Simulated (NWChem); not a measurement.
## NO2F: energy and gradient calculation

- system: NO2F (nitryl fluoride)
- method: B3LYP/6-31G*, RKS (NWChem 7.3.0)

The geometry comes from this level: PBE0-D4/def2-TZVP.

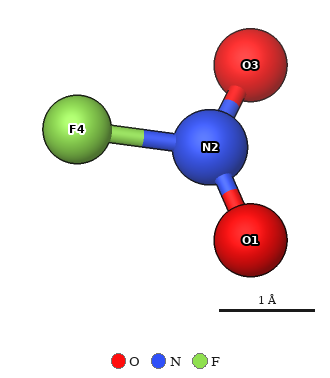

Fig. 1: The structure as given in the input (ball-and-stick view, seen at a tilt; atoms are numbered from 1 in the order of the input). Bond lengths as drawn: F–N 1.44 Å and N–O 1.17 Å.

### Summary

- outcome: converged
- total energy: −304.873757 hartree
- largest force: 1.889 eV/Å
- hardware: 1 thread of Intel Xeon (Granite Rapids), 12 GiB of memory available, shared host
- wall time: 8.1 s
- peak memory: 0.12 GiB

### Input file
```python
from ase import Atoms
from ase.calculators.nwchem import NWChem

mol = Atoms(['O', 'N', 'O', 'F'], positions=[
    [0.188290, 0.469930, 1.120250],
    [0.079720, -0.071800, 0.089140],
    [0.476580, -1.068680, -0.376880],
    [-0.744590, 0.670550, -0.832510],
])

calc = NWChem(
    label='fno2',
    theory='dft',
    memory='2200 mb',
    basis='6-31G*',
    basispar='spherical bse',
    dft={'xc': 'b3lyp', 'mult': '1', 'grid': 'xfine', 'convergence': 'energy 1e-08', 'iterations': '100', 'mulliken': None, 'print': 'low'},
)
mol.calc = calc

forces = mol.get_forces()
print(f"energy = {mol.get_potential_energy():.6f} eV")
print("forces (eV/A):")
for s, f in zip(mol.symbols, forces):
    print(f"{s:2s} {f[0]:10.5f} {f[1]:10.5f} {f[2]:10.5f}")
```

### File fno2.nwi
```
title "fno2"

permanent_dir fno2

scratch_dir fno2

start fno2

geometry units angstrom nocenter noautosym noautoz
  O  1.8829000000000001e-01 4.6993000000000001e-01 1.1202500000000000e+00
  N  7.9719999999999999e-02 -7.1800000000000003e-02 8.9139999999999997e-02
  O  4.7658000000000000e-01 -1.0686800000000001e+00 -3.7687999999999999e-01
  F  -7.4458999999999997e-01 6.7054999999999998e-01 -8.3250999999999997e-01
end

memory 2200 mb

basis spherical bse noprint
   * library 6-31G*
end

dft
  xc b3lyp
  mult 1
  grid xfine
  convergence energy 1e-08
  iterations 100
  mulliken
  print low
end

task dft gradient
```

Launched with:
```bash
export ASE_NWCHEM_COMMAND="nwchem PREFIX.nwi > PREFIX.nwo"
python run.py
```

### Output
```
energy = -8296.037490 eV
forces (eV/A):
O     0.23191    0.80049    1.69528
N    -0.57120    0.51453   -0.63897
O     0.68695   -1.62802   -0.66772
F    -0.34761    0.31301   -0.38860
```

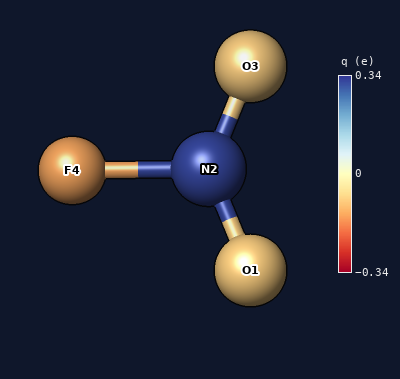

Fig. 2: Löwdin charges, as the colour of each atom (ball-and-stick view, seen on its broad side; atoms are numbered from 1 in the order of the input). By element: O −0.09, N +0.32 and F −0.14 e.
